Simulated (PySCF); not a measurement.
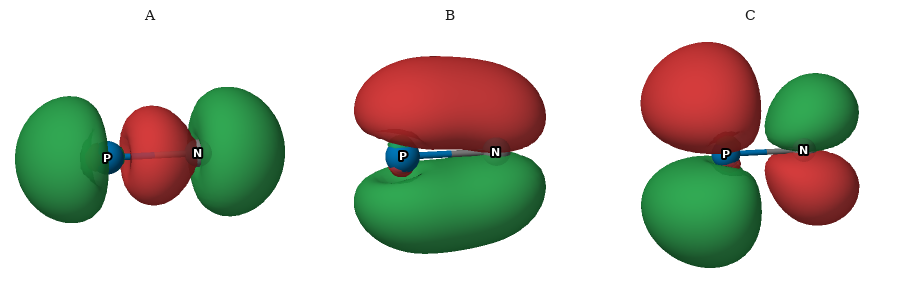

PN. Three frontier orbitals, each drawn at the value that holds 80 % of its norm (green and red are the two phases), in no order; of a degenerate pair one member is drawn.

Method: PySCF 2.14.0, PBE0/def2-TZVP, non-relativistic Hamiltonian with scalar-relativistic core potentials where named, at a bond length of 1.483 Å.

Label each orbital by symmetry, say whether it is occupied, and order them by energy.

Orbital B: π, occupied, −9.50 eV; bonding, with no node between the atoms.
Orbital A: σ, occupied, −9.25 eV; shared between the atoms (P 35 %, N 65 %).
Orbital C: π, empty, −2.32 eV; antibonding, with a node between the atoms.
